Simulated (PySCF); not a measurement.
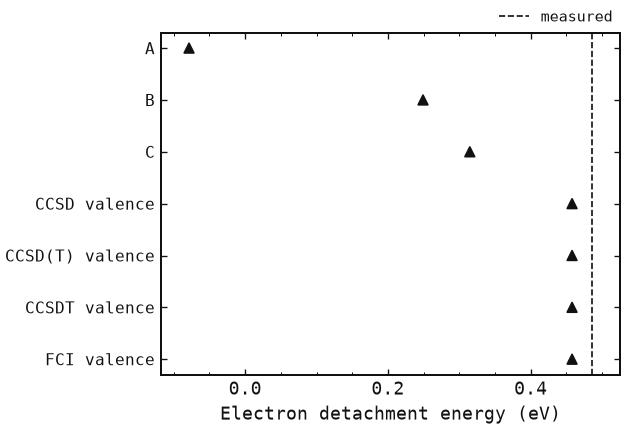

The electron detachment energy of Rb⁻ ([Kr] 5s² → [Kr] 5s) by several methods, in rising order. PySCF, aug-cc-pVDZ-X2C, spin-free X2C-1e, unrestricted single determinants, no spin-orbit coupling. Methods marked “valence” freeze 36 core electrons. The lettered entries are HF, MP2 valence and SCS-MP2 valence in some order.

### Which letter is which method?

A is HF (−0.079 eV); B is MP2 valence (0.249 eV); C is SCS-MP2 valence (0.315 eV). The values run from −0.079 eV (HF) to 0.458 eV (CCSD valence, CCSD(T) valence, CCSDT valence and FCI valence). The measured value is 0.486 eV; nearest to it come CCSD valence (−0.028) and FCI valence (−0.028), furthest HF (−0.565 eV).

Note: large single amplitudes.
